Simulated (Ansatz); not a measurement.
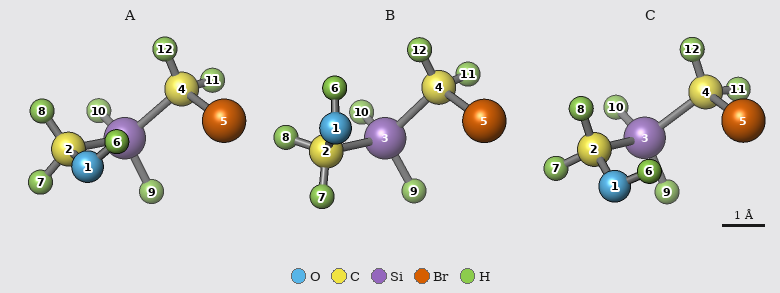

3 geometries from a converged minimum-energy path of C₂H₇BrOSi, shuffled. Style: ball-and-stick. Shown from a free direction.

Computed with RKS B3LYP/def2-SVP in Ansatz 0.2.0. Settings: 5 movable images; climbing image; force threshold 0.05 eV/Å; iteration limit 60; starting path through a guess of the saddle point.

**One of them is the converged climbing image. Which?**

B. In order along the path, whose images run from 0 to 6: B (image 3, +0.202 eV), A (image 5, +0.026 eV), C (image 6, −0.025 eV). The motion is a rotation about the C2–Si3 bond by about 135°. No bond forms or breaks between the ends. Bond angles that change up to the highest image, for instance: O1–C2–Si3 110.2° → 115.1°, Si3–C2–H8 111.9° → 109.3°.
